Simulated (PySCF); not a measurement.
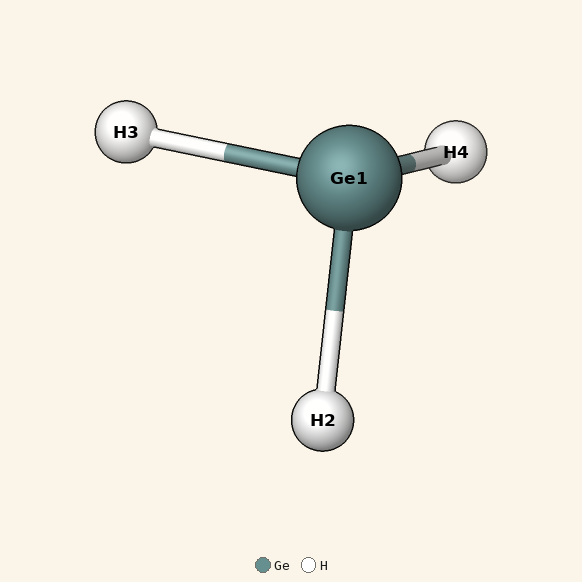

Atoms carry their numbers in the input. Charge −1, singlet. Computed geometry: PBE0-D3(BJ)/def2-SVP optimisation. No frequency run is at hand to confirm it as a minimum.

> What is the geometry at Ge1?

Ge1 has 3 neighbours (H2 at 1.62, H3 at 1.62, H4 at 1.62 Å); the arrangement is trigonal pyramidal.
